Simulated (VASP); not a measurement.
Band structure of PrCuSn (space group P6_3/mmc). Computed with PBEsol GGA, VASP's PBE PAW potentials (set 64) (plane waves; VASP 6.6.1).

The 4f electrons are frozen in the core of the lanthanide potential, so 4f levels, which can set the real gap, and their magnetism are missing.  Unless said otherwise, spin-orbit coupling is left out, though it shifts the bands of the heavy elements here.

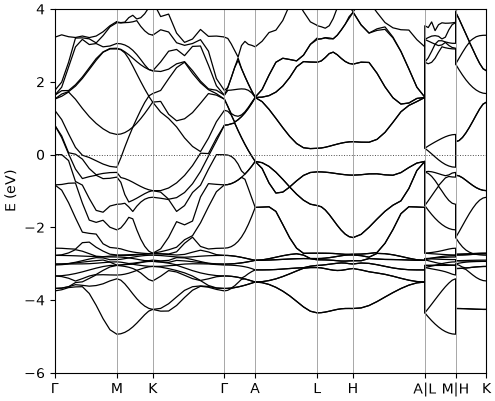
*Bands along high-symmetry lines, zero at the valence-band maximum or, without a gap, the Fermi level*

### Question
Read the plot: is there a gap, and where are the band edges?

### Answer
It has no gap at this level: it comes out as a metal or semimetal. (Edges off the drawn lines would not show.)

The structure comes from a computed database's PrCuSn entry (P6_3/mmc); how it stands against other phases isn't given here. It was relaxed first.
